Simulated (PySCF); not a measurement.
```yaml
atoms:
  - { symbol: C, position_ang: [-2.6110, -1.3642, -0.0988] }
  - { symbol: N, position_ang: [-2.0572, -0.0617, -0.3728] }
  - { symbol: Si, position_ang: [-0.5198, 0.4625, 0.2168] }
  - { symbol: Si, position_ang: [-0.2217, 2.5711, -0.6750] }
  - { symbol: Si, position_ang: [1.0448, -1.1734, -0.3438] }
  - { symbol: Si, position_ang: [3.2510, -0.5455, -0.0602] }
  - { symbol: H, position_ang: [-1.8066, -2.0966, -0.1169] }
  - { symbol: H, position_ang: [-3.3430, -1.6326, -0.8632] }
  - { symbol: H, position_ang: [-3.1001, -1.4176, 0.8810] }
  - { symbol: H, position_ang: [-2.7867, 0.6267, -0.4855] }
  - { symbol: H, position_ang: [-0.5262, 0.5607, 1.7069] }
  - { symbol: H, position_ang: [1.0579, 2.6420, -1.3856] }
  - { symbol: H, position_ang: [-0.1643, 3.6120, 0.3543] }
  - { symbol: H, position_ang: [-1.2484, 3.0169, -1.6220] }
  - { symbol: H, position_ang: [0.8172, -2.4217, 0.4133] }
  - { symbol: H, position_ang: [0.8402, -1.6225, -1.7336] }
  - { symbol: H, position_ang: [3.3559, 0.7402, 0.6394] }
  - { symbol: H, position_ang: [3.9736, -0.3839, -1.3233] }
  - { symbol: H, position_ang: [4.0346, -1.5033, 0.7234] }
```

Geometry: GFN2-xTB.

Level of theory: wB97X-D/def2-SVPD, SCF density, gas phase in PySCF.

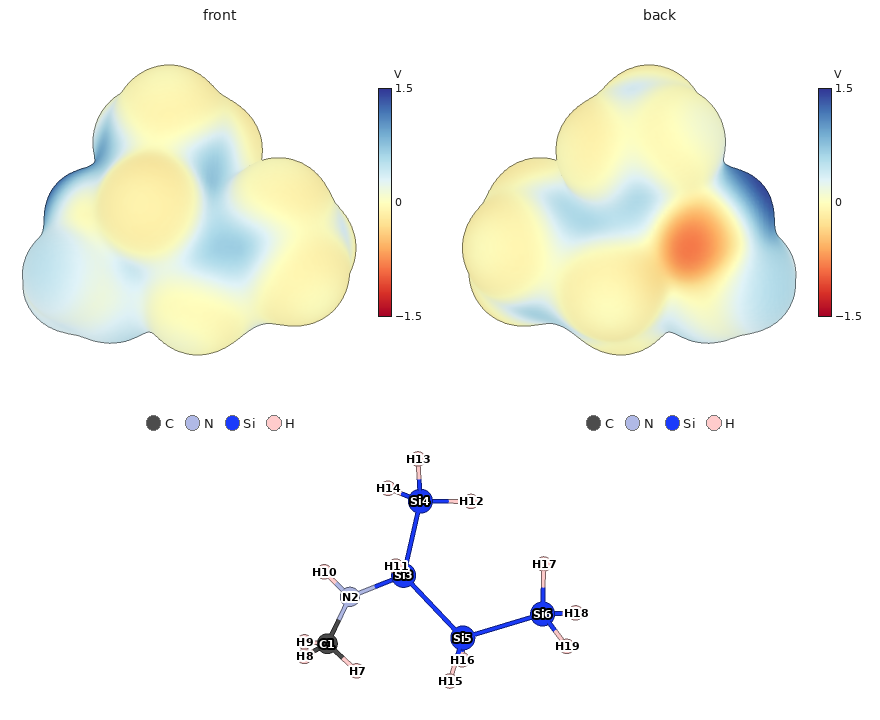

CH13NSi4. The molecular electrostatic potential painted on the density surface at 0.001 e/bohr³, seen from the front and from behind; the colour scale runs from red (negative) to blue (positive). The bare structure is drawn below in the same view.

Q: Describe the electrostatic potential map.

A: The most negative region (about −0.8 V) lies over N2, the most positive (about +1.3 V) over H10.

Q: How polar is the molecule by this calculation?

A: Its dipole moment is 1.58 D.
